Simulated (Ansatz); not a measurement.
# Zn3Sb4O6F6 (I-43m): the dielectric response by several routes, part 2 of 2

How strongly does Zn3Sb4O6F6 (I-43m) screen? Routes: perturbation theory, a sum over states and the RPA step of G0W0.

Ansatz 0.2.0; linear response on PBE, plane waves, PAW. Known limits of the many-body steps: not at the basis limit; d shell near the gap, gap tends to lie low; no spin-orbit coupling.

So far. Step 2 (Response to a homogeneous field): One over ε∞ averages 0.27, near the quarter of exact exchange in PBE0. Step 3 (Independent-particle spectrum): The sum gives ε∞ = 4.19 without local fields.

**3. Independent-particle spectrum (continued)**

Level of this step: independent-particle optics on PBE, plane waves, PAW; PAW set soft_1 (Ansatz).

The loss function, xx=yy=zz has structure finer than the step of the table below, so its rows give means over 2 eV, whole bins alone (the curve runs from 0 to 25 eV). Peaks (eV: height): 9.5: 0.489, 22.5: 1.23, 24.4: 1.10.

Independent particles, no local fields, Gaussian width 0.2 eV. Table of loss function, xx=yy=zz by photon energy; means over each step:

| photon energy (eV) | loss function, xx=yy=zz |
| --- | --- |
| 2 | 3.2e-6 |
| 4 | 0.0313 |
| 6 | 0.165 |
| 8 | 0.260 |
| 10 | 0.385 |
| 12 | 0.382 |
| 14 | 0.479 |
| 16 | 0.613 |
| 18 | 0.826 |
| 20 | 0.958 |
| 22 | 1.17 |
| 24 | 1.04 |

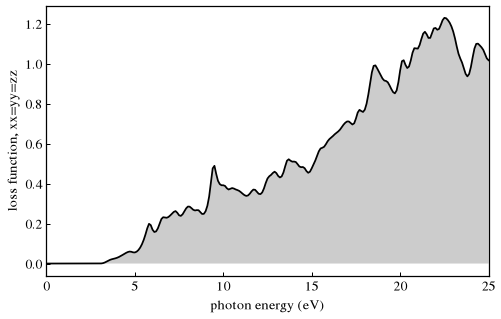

Loss function, xx=yy=zz against photon energy.

**4. RPA screening from the G0W0 run**

G0W0 replaces the xc potential by the self-energy, built once from these orbitals. Only a window of levels is corrected, while the sums run over the empty bands that the input names. This step takes PAW set soft_1 files.

This step: G0W0 on PBE, plane waves, PAW; PAW set soft_1.

input.yaml reads:

```yaml
crystal:
  lattice:
    - [-4.06455, 4.06455, 4.06455]
    - [4.06455, -4.06455, 4.06455]
    - [4.06455, 4.06455, -4.06455]
  atoms:
    - { symbol: Zn, position: [0.0, 0.5, 0.5] }
    - { symbol: Zn, position: [0.5, 0.0, 0.5] }
    - { symbol: Zn, position: [0.5, 0.5, 0.0] }
    - { symbol: Sb, position: [0.3263421628, 0.0, 0.0] }
    - { symbol: Sb, position: [0.0, 0.0, 0.3263421628] }
    - { symbol: Sb, position: [0.0, 0.3263421628, 0.0] }
    - { symbol: Sb, position: [0.6736578372, 0.6736578372, 0.6736578372] }
    - { symbol: O, position: [0.0, 0.7488176488, 0.7488176488] }
    - { symbol: O, position: [0.2511823512, 0.0, 0.2511823512] }
    - { symbol: O, position: [0.0, 0.2511823512, 0.2511823512] }
    - { symbol: O, position: [0.7488176488, 0.0, 0.7488176488] }
    - { symbol: O, position: [0.2511823512, 0.2511823512, 0.0] }
    - { symbol: O, position: [0.7488176488, 0.7488176488, 0.0] }
    - { symbol: F, position: [0.25, 0.75, 0.5] }
    - { symbol: F, position: [0.75, 0.25, 0.5] }
    - { symbol: F, position: [0.5, 0.25, 0.75] }
    - { symbol: F, position: [0.5, 0.75, 0.25] }
    - { symbol: F, position: [0.75, 0.5, 0.25] }
    - { symbol: F, position: [0.25, 0.5, 0.75] }
kpoints:
  mp_grid: { grid: [4, 4, 4] }
hamiltonian:
  xc: pbe
  pseudopotentials: { kind: paw, azcp: { folder: soft_1 } }
scf:
  occupations: { method: fixed }
gw:
  n_empty_bands: 1010
  ecut_chi: 140.0
  qp_bands: [v4, c4]
  qp_kpoints: band_edges
  screening: { model: contour_deformation }
```

The run is started by

```bash
$ ansatz run input.yaml --threads 2 --pin off --max-ram 92160MiB --backend cuda --events-out ev --progress --plain --runs-dir out --devices 1 --max-vram 13GiB
```

Numbers of over 12 decimals in the logs are rounded to 6 here.

The log of the run:

```text
GPUs: using 1 of 1 available (devices: 1).
[...]
GPU FFT provider: cuFFT
GPU libraries: cuBLAS 13.8.2, cuFFT 12.4.0, cuSOLVER 12.3.4
Crystal: 19 atoms, lattice volume = 268.595 Å³
Basis set: ecut = 420 eV, 5281 PW (Γ)
Bands: 106, of which v1, the nominal top of the filled ones, is band 87 counted from 1 (86 counted from 0)
Symmetry: 24 space group operations
[...]
k-points: 8 of 64 (time reversal used)
[...]
0    91     11.0756   -11.4451    -3.5252   -15.8090  0.8048    11.9224    11.9143  root
[...]
7    88      9.1249    -9.3252    -3.4198   -13.3217  0.8254     9.7044     9.7016  root
     7    89      9.1249    -9.3252    -3.4198   -13.3217  0.8254     9.7044     9.7016  root
     7    90     11.3703   -10.2404    -3.5349   -14.4909  0.8162    12.0909    12.0858  root
     7    91     11.5182   -10.6523    -3.9487   -15.4722  0.8046    12.3995    12.3894  root
[key lines of the parts left out:]
SCF converged after 12 iterations
Free energy (F): -44152.187449 eV
Fermi energy:    6.305358 eV
```

Run time: 1.9 min. Hardware: 1 × NVIDIA H100 80GB HBM3 (shared by 6 runs) with 2 threads of AMD EPYC 7R13 (Zen 3), shared host; peak memory 4.1 GiB; 3.1 min of CPU time.

This step gave:

```
bands summed                                 : 1097
RPA ε∞ on this mesh (eigenvalues)            : 3.591, 3.591, 3.591
plane waves in the screening matrix          : 959
G0W0 gap on the mesh                         : 4.871 eV
k of the valence top                         : 0, 0, 0
k of the conduction bottom                   : -0.5, -0.5, -0.5
starting gap on the mesh                     : 2.820 eV
least direct G0W0 gap on the computed points : 4.902 eV
```

The gap on the mesh goes from 2.82 eV to 4.87 eV, a correction of +2.05 eV. Between the two edge states, bare exchange in place of the xc potential would open the gap by 11.56 eV, and correlation takes back 9.51 eV.

Mean over the mesh in bins of 0.25 1/Å. Static inverse dielectric function, diagonal against length of q+G:

| length of q+G (Å⁻¹) | static inverse dielectric function, diagonal |
| --- | --- |
| 0.27 | 0.292 |
| 0.53 | 0.326 |
| 0.78 | 0.374 |
| 1.00 | 0.425 |
| 1.25 | 0.489 |
| 1.51 | 0.550 |
| 1.77 | 0.605 |
| 2.01 | 0.656 |
| 2.26 | 0.703 |
| 2.51 | 0.745 |
| 2.75 | 0.781 |
| 2.99 | 0.812 |
| 3.24 | 0.839 |
| 3.50 | 0.862 |
| 3.75 | 0.882 |
| 4.00 | 0.898 |
| 4.25 | 0.912 |
| 4.50 | 0.924 |
| 4.75 | 0.935 |
| 5.00 | 0.945 |
| 5.25 | 0.953 |
| 5.50 | 0.961 |
| 5.75 | 0.967 |
| 5.97 | 0.972 |

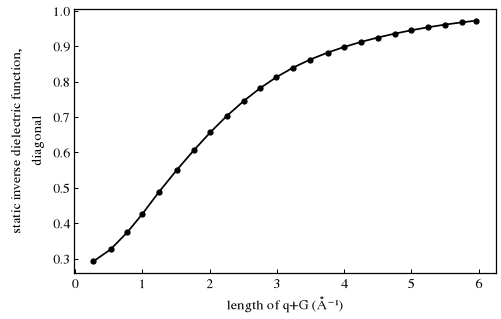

Static inverse dielectric function, diagonal, plotted against length of q+G.

**5. The values together**

Times are wall times on 1 × NVIDIA H100 80GB HBM3 (shared by 6 runs) with 2 threads of AMD EPYC 7R13 (Zen 3), shared host, good to a factor of about two.

| method | mesh | ε∞, low | middle | high | mean | time |
| --- | --- | --- | --- | --- | --- | --- |
| perturbation theory (local fields and xc kernel) | 4×4×4 (response on 64 points) | 3.77 | 3.77 | 3.77 | 3.77 | 74 s |
| sum over states (no local fields) | 4×4×4 | 4.19 | 4.19 | 4.19 | 4.19 | 38 s |
| RPA with local fields, on the GW mesh | 4×4×4 | 3.59 | 3.59 | 3.59 | 3.59 | 1.9 min |

**6. Outcome**

```
perturbation theory (local fields and xc kernel) : 3.77, 3.77, 3.77
sum over states (no local fields)                : 4.19, 4.19, 4.19
RPA with local fields, on the GW mesh            : 3.59, 3.59, 3.59
```

In words: Mean Born effective charge: Zn1 2.48, Sb4 3.30, O8 -1.94, F14 -1.50 e. The most distinct maxima of the ε₂, xx=yy=zz lie at 5.4 and 6.3 eV, the highest at 5.4 eV. The most distinct maxima of the loss function, xx=yy=zz lie at 9.5, 22.5 and 24.4 eV, the highest at 22.5 eV. The sum without local fields gives 4.19 in the mean against 3.77 by perturbation theory; local fields lower ε∞ and the xc kernel gives part of it back, though the sum also carries the error of its own mesh. The RPA values on the 4×4×4 mesh average 0.95 times those of perturbation theory (means 3.59 and 3.77). Without the xc kernel RPA should lie a little lower, as the mean does. PBE usually puts the gap too low, which tends to raise ε∞. Ions are clamped, so the lattice part of the static constant is not in these numbers.

[Paths, hosts, dates, memory and timing lines, banners, echoed tables and standing remarks are left out of the program output.]

[Logs are printed without paths, hosts, clocks, repeated set-up lines and the standing remarks that a program may print on its own settings, such as how far it seeks lower states.]

[Runs of the session that timed out or met a known fault of the program may be left out.]

[Cells called generated may have been cut or substituted from an entry of the Crystallography Open Database or the Materials Project.]

[Hosts, paths, dates, database ids (printed as entryN), source tags and the programs' standing remarks are cut or masked in the printed files.]
